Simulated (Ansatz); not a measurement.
## What a change does: single-point calculation on CH3BF2GeO

System: CH3BF2GeO, SMILES FB(F)[CH]1[O][GeH2]1.
Method of run 1: RKS SPW92 (LDA)/def2-TZVPP (Ansatz 0.2.0).

The geometry comes from this level: PBE0-D4/def2-TZVP. Text and figures count atoms from 1; the logs count them from 0 in places.

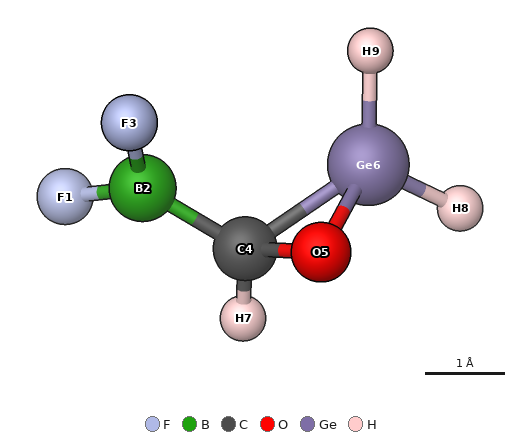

The structure (ball-and-stick view, seen at a tilt; atoms are numbered from 1 in the order of the input). Sticks mark near contacts.

## Input, run 1
```yaml
crystal:
  periodic: [false, false, false]
  atoms:
    - {symbol: F, position_ang: [-0.472529, 0.288589, 2.530310]}
    - {symbol: B, position_ang: [0.294626, 0.354845, 1.452971]}
    - {symbol: F, position_ang: [1.166597, 1.345539, 1.392179]}
    - {symbol: C, position_ang: [0.117715, -0.651940, 0.300708]}
    - {symbol: O, position_ang: [1.095663, -0.704576, -0.751718]}
    - {symbol: Ge, position_ang: [-0.391989, 0.101501, -1.394154]}
    - {symbol: H, position_ang: [-0.357109, -1.608351, 0.526245]}
    - {symbol: H, position_ang: [-1.166938, -0.754888, -2.387671]}
    - {symbol: H, position_ang: [-0.197534, 1.582980, -1.685969]}
basis:
  gaussian: {orbitals: def2-TZVPP}
hamiltonian: {xc: lda}
output: {orbitals: {seedname: orbitals}}
```

Command:
```bash
ansatz run in.yaml --threads 4 --pin off --events-out ev --progress --plain --max-ram 10444MiB
```

Hardware: 4 threads of INTEL XEON PLATINUM @ 2.10GHz, 23 GiB of memory available, shared host.

## Output (run 1)
```
Functional definition: SPW92
  exchange = slater_x
  correlation = pw_c
1347 factors; their error is unknown
mean field evaluation 1: about -65602.9440 eV, gradient 8.2e1 eV
mean field evaluation 2: about -65463.6906 eV, gradient 2.2e2 eV
mean field evaluation 4: about -65614.6946 eV, gradient 1.8e1 eV
mean field evaluation 8: about -65615.2689 eV, gradient 4.2e-1 eV
mean field evaluation 16: about -65615.2483 eV, gradient 1.1e-4 eV
mean field -65615.24831540 eV, -2411.3158999783 hartree, gradient 3.2e-5 eV, S^2 0.000000; 0 other end points of the search recorded, 0 dependent functions left out
reference -65615.24835741 eV, -2411.3159015220 hartree; 36, 36 occupied and 209, 209 virtual orbitals, 1347 factors
Total energy: -65615.24835741 eV, -2411.3159015220 hartree
```

For run 2 the input was changed thus:
```diff
-hamiltonian: {xc: lda}
+hamiltonian: {xc: hse06, dispersion: d4}
```

Predict how the results change.

The total energies belong to different models, so their difference says nothing on which is more stable or more accurate. The HOMO goes from −6.58 to −7.20 eV. The LUMO goes from −2.35 to −1.66 eV.

## Output (run 2)
```
Functional definition: HSE06
  parameter a = 0.25
  parameter omega = 0.11/bohr
  exchange = pbe_x - a*pbe_x_sr(omega) + a*exact_x_sr(omega)
  correlation = pbe_c
1390 factors; their error is unknown
105 factors; integrals over basis functions are off by at most 4.4e-7 eV
mean field evaluation 1: about -65741.5802 eV, gradient 6.7e1 eV
mean field evaluation 2: about -65708.0293 eV, gradient 1.4e2 eV
mean field evaluation 4: about -65749.8304 eV, gradient 1.1e1 eV
mean field evaluation 8: about -65750.0100 eV, gradient 2.4e-1 eV
mean field evaluation 16: about -65750.3050 eV, gradient 1.0e-4 eV
mean field -65750.30498789 eV, -2416.2791411474 hartree, gradient 2.9e-5 eV, S^2 0.000000; 0 other end points of the search recorded, 0 dependent functions left out
reference -65750.30503168 eV, -2416.2791427568 hartree; 36, 36 occupied and 209, 209 virtual orbitals, 1390 factors
Total energy: -65750.45635953 eV, -2416.2847039528 hartree
```

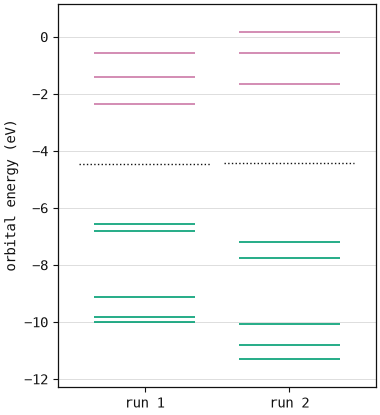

The five highest filled and three lowest empty orbital energies of the two runs; the dotted lines part filled from empty levels. The HOMO–LUMO gap is 4.23 eV in run 1 and 5.54 eV in run 2.

## The two runs side by side

```csv
quantity,run 1,run 2
outcome,converged,converged
total energy (hartree),−2411.315902,−2416.284704
HOMO (eV),−6.58,−7.20
LUMO (eV),−2.35,−1.66
basis functions,245,245
wall time (shared host),1.1 s,3.1 s
```
